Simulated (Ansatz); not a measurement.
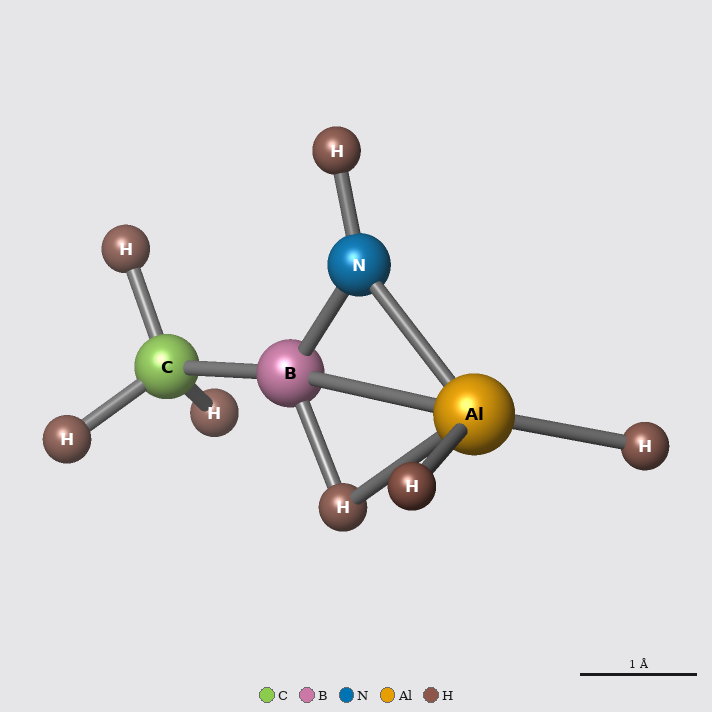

The geometry was computed by an optimisation with PBE0-D4/def2-TZVP.

What does the picture show?

It has 11 atoms: 1 carbon, 7 hydrogen, 1 aluminium, 1 boron and 1 nitrogen (CH7AlBN). The point group is Cs. Coordination, clear cases only: 1 C tetrahedral; 1 B see-saw.

More results for the same structure follow; atom numbers are the same in all pictures, views and colours differ.

Geometry

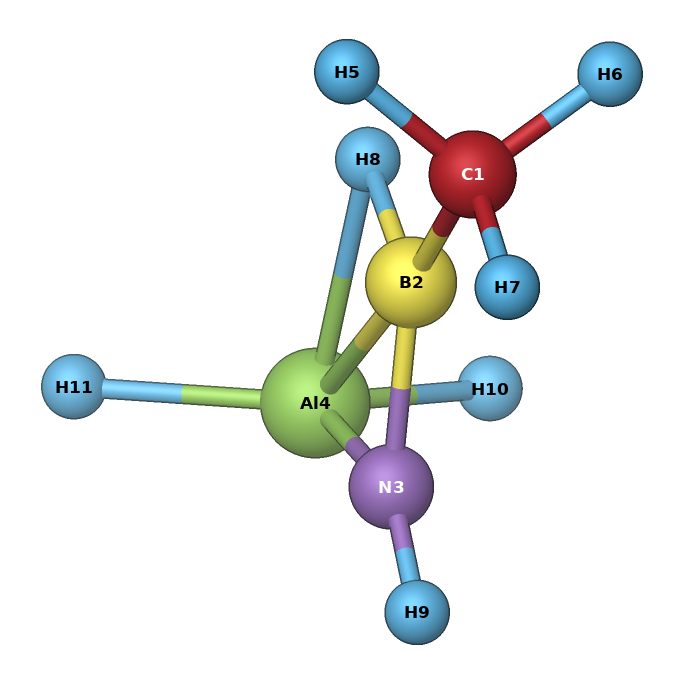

Atoms carry their numbers in the input.

Give these bond angles: C1–B2–N3, C1–B2–H8, B2–C1–H5, B2–Al4–N3, B2–Al4–H8, B2–H8–Al4, N3–B2–Al4, N3–B2–H8, N3–Al4–H8, N3–Al4–H10, Al4–B2–H8, Al4–N3–H9.

```
     angle  degrees
  C1–B2–N3    134.5
  C1–B2–H8    115.7
  B2–C1–H5    110.7
 B2–Al4–N3     36.5
 B2–Al4–H8     33.4
 B2–H8–Al4     89.0
 N3–B2–Al4     52.3
  N3–B2–H8    109.9
 N3–Al4–H8     69.9
N3–Al4–H10    118.7
 Al4–B2–H8     57.6
 Al4–N3–H9    144.1
```

Levels of theory compared

Program: Ansatz 0.2.0.

Compare dipole (D), HOMO–LUMO gap (eV), HOMO energy (eV) at these levels: B3LYP-D4/def2-TZVPP; PBE-D4/def2-TZVPP; r2SCAN-D4/def2-TZVPP; ωB97M-V/def2-TZVPP.

| level | dipole (D) | HOMO–LUMO gap (eV) | HOMO energy (eV) |
| --- | --- | --- | --- |
| B3LYP-D4/def2-TZVPP | 1.96 | 6.99 | −7.51 |
| PBE-D4/def2-TZVPP | 2.03 | 5.37 | −6.45 |
| r2SCAN-D4/def2-TZVPP | 2.11 | 6.07 | −6.73 |
| ωB97M-V/def2-TZVPP | 2.01 | 11.11 | −9.92 |

Vibrations

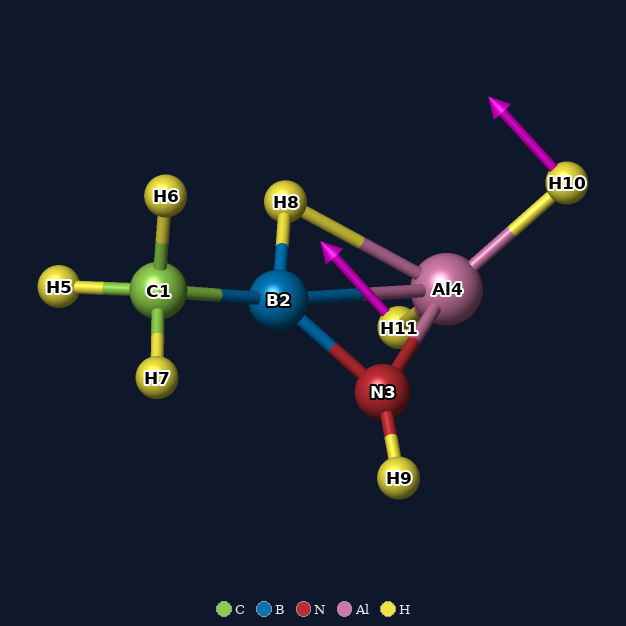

The arrows show one normal mode. Harmonic vibrations computed with RKS PBE0-D4/def2-TZVP (Ansatz 0.2.0) at a stationary point of the same level.

What kind of motion is it?

Answer. Mostly H–Al–H bending.

Estimate its harmonic wavenumber.

Answer. 598 cm⁻¹; it is mode 8 of 27 counted from the lowest.

Charges

The questions are on Mulliken charges. Method: RKS PBE0-D4/def2-TZVP (Ansatz 0.2.0).

List the Mulliken charges.

```json
{"atom": "C1", "value (e)": "−0.42"}
{"atom": "B2", "value (e)": "0.10"}
{"atom": "N3", "value (e)": "−0.36"}
{"atom": "Al4", "value (e)": "0.29"}
{"atom": "H5", "value (e)": "0.15"}
{"atom": "H6", "value (e)": "0.15"}
{"atom": "H7", "value (e)": "0.13"}
{"atom": "H8", "value (e)": "0.00"}
{"atom": "H9", "value (e)": "0.21"}
{"atom": "H10", "value (e)": "−0.12"}
{"atom": "H11", "value (e)": "−0.12"}
```

Mulliken values depend strongly on the basis set and can even reverse the polarity of a bond.
